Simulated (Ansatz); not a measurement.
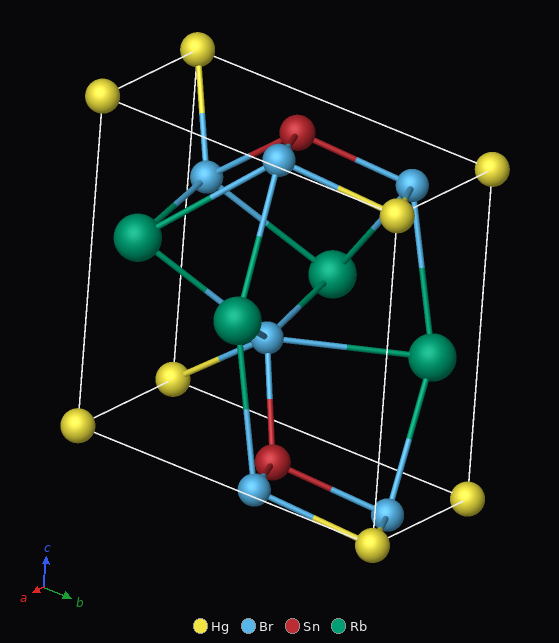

An orthographic ball-and-stick view of the structure, slightly off an axis. Atoms at the boundary of the simulation cell (the box) are drawn once for each face, edge or corner they touch.

```yaml
crystal:
  lattice:
    - [-4.28000, 4.28000, 3.59010]
    - [4.28000, -4.28000, 3.59010]
    - [4.28000, 4.28000, -3.59010]
  atoms:
    - { symbol: Hg, position: [0.00000, 0.00000, 0.00000] }
    - { symbol: Br, position: [0.42970, 0.42970, 0.34220] }
    - { symbol: Br, position: [0.57030, 0.91250, 0.00000] }
    - { symbol: Br, position: [0.08750, 0.08750, 0.65780] }
    - { symbol: Br, position: [0.91250, 0.57030, 0.00000] }
    - { symbol: Sn, position: [0.50000, 0.50000, 0.00000] }
    - { symbol: Rb, position: [0.00000, 0.50000, 0.50000] }
    - { symbol: Rb, position: [0.50000, 0.00000, 0.50000] }
```

Electronic-structure method: DFT, PAW plane waves, PBE (Ansatz 0.2.0). Parameters: E_cut = 420 eV, the zone sampled with 6×6×6 points, Fermi-Dirac smearing of 0.1 eV, no spin polarisation.

What net charge does each kind of atom have (Bader)?

Rb +0.83 e; Sn +1.07 e; Hg -0.10 e; Br -0.66 e.

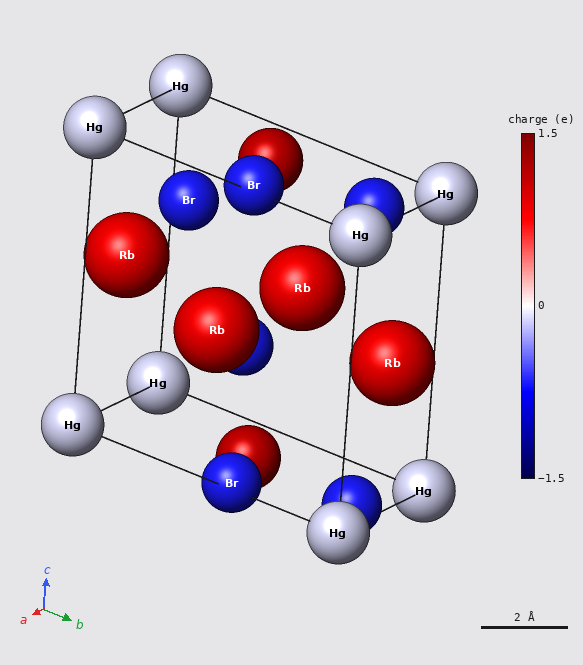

The atoms coloured by those charges.

Note that this is a generated cell, made by putting these elements into a known structure type (the compound may or may not exist in this form), and that it hasn't been relaxed. It went into a calculation with Ansatz.

At this level of theory the cell isn't at rest (compressed, at 7 GPa and forces up to 1.7 eV/Å), so its distances can differ from those at equilibrium, the more so the softer the solid.
